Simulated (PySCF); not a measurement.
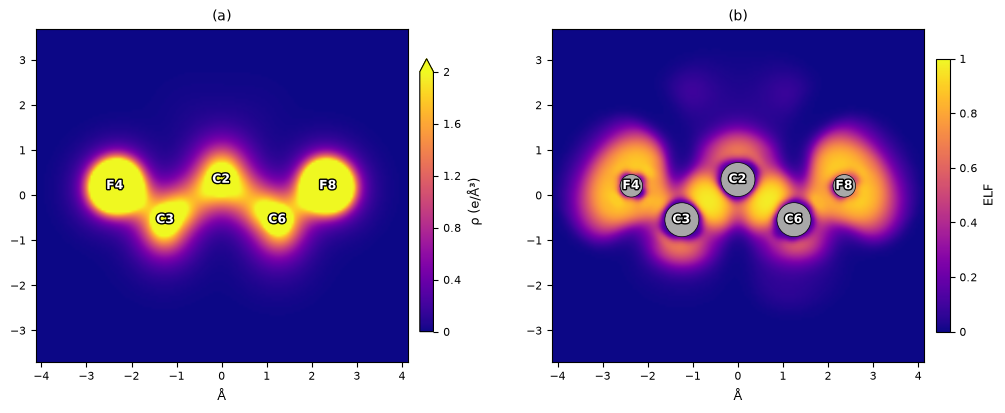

Figure. C₄H₆F₄ (SMILES CC(C(F)F)C(F)F). (a) total electron density; (b) ELF on the plane of atoms C3, C2 and C6. Grey discs cover the atomic cores in the ELF map.

Geometry: GFN2-xTB.

Method: PySCF 2.14.0, PBE0/pcSseg-1, SCF density, gas phase, non-relativistic.

```xyz
14

C    -0.8158    1.0638   -0.6013
C    -0.1508   -0.2740   -0.2839
C     1.3720   -0.1779   -0.4043
F     1.7243    0.1739   -1.6600
F     1.8552    0.7892    0.4134
C    -0.5037   -0.7277    1.1320
F     0.0847   -1.9174    1.4132
F    -1.8342   -0.9310    1.2437
H    -1.8938    0.9782   -0.4962
H    -0.4542    1.8354    0.0747
H    -0.5821    1.3571   -1.6212
H    -0.4906   -1.0448   -0.9838
H     1.8892   -1.1174   -0.1559
H    -0.2008   -0.0079    1.9074
```

### Describe what can be read from this map.

- The section cuts through C and F sites.
- C–F (1.35 Å): the density is about 2.3 e/Å³ at the midpoint, with its minimum of 1.8 e/Å³ about 0.5 Å from C; the ELF peaks at about 0.85 between the atoms: a polar covalent bond.
- C–C (1.53 Å): the density is about 1.7 e/Å³ at the midpoint; the ELF peaks at about 0.95 between the atoms (localised, covalent bonding).
- The ELF also peaks beside F4 and F8, away from the bonds: lone-pair regions.
